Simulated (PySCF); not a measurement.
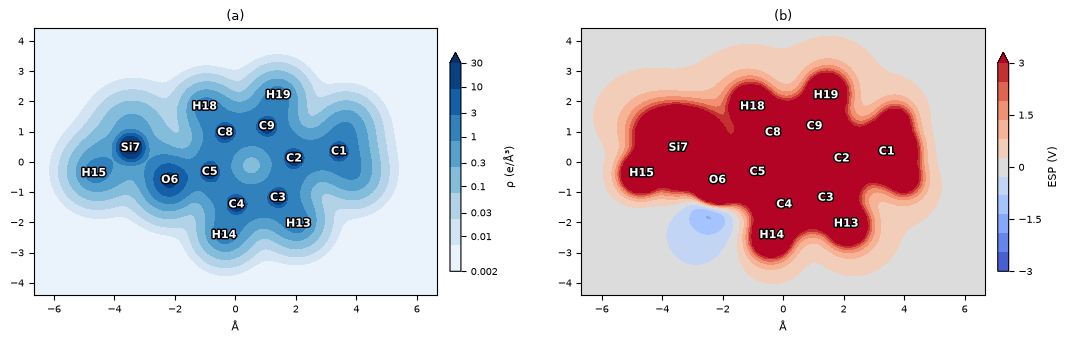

*C$_{7}$H$_{10}$OSi. (a) total electron density; (b) molecular electrostatic potential on the plane of atoms C4, C5 and C8.*

Geometry: PBE0-D3(BJ)/def2-SVP.

These are results of PySCF 2.14.0, wB97X-D/def2-SVPD, SCF density, gas phase, not measurements.

```yaml
atoms:
  - { symbol: C, position_ang: [-3.2816, 0.6771, -0.0096] }
  - { symbol: C, position_ang: [-1.8070, 0.4324, -0.1522] }
  - { symbol: C, position_ang: [-1.2855, -0.8676, -0.1664] }
  - { symbol: C, position_ang: [0.0804, -1.1035, -0.2668] }
  - { symbol: C, position_ang: [0.9716, -0.0310, -0.3580] }
  - { symbol: O, position_ang: [2.2927, -0.3112, -0.4578] }
  - { symbol: Si, position_ang: [3.5808, 0.7534, -0.5866] }
  - { symbol: C, position_ang: [0.4713, 1.2740, -0.3493] }
  - { symbol: C, position_ang: [-0.9008, 1.4926, -0.2482] }
  - { symbol: H, position_ang: [-3.8701, -0.1529, -0.4274] }
  - { symbol: H, position_ang: [-3.5688, 0.7794, 1.0506] }
  - { symbol: H, position_ang: [-3.5887, 1.6016, -0.5202] }
  - { symbol: H, position_ang: [-1.9680, -1.7198, -0.0996] }
  - { symbol: H, position_ang: [0.4824, -2.1184, -0.2810] }
  - { symbol: H, position_ang: [4.7885, -0.1077, -0.6683] }
  - { symbol: H, position_ang: [3.6519, 1.6471, 0.6083] }
  - { symbol: H, position_ang: [3.4522, 1.5950, -1.8142] }
  - { symbol: H, position_ang: [1.1516, 2.1271, -0.4261] }
  - { symbol: H, position_ang: [-1.2736, 2.5210, -0.2467] }
```

Interpret the plot.

- The plane passes through C, O, Si and H nuclei.
- C–O (1.35 Å): ρ at the midpoint is about 2.3 e/Å³, with its minimum of 1.9 e/Å³ about 0.5 Å from C.
- C–C (1.39 Å): ρ is about 2.1 e/Å³ halfway.
- Si–O (1.68 Å): ρ is about 1 e/Å³ halfway.
- C–H (1.09 Å): the density is about 2 e/Å³ at the midpoint.
- C–C (1.50 Å): ρ is about 1.7 e/Å³ halfway.
- Outside the dense part of the molecule the potential is most negative (−1.4 V) near O6.
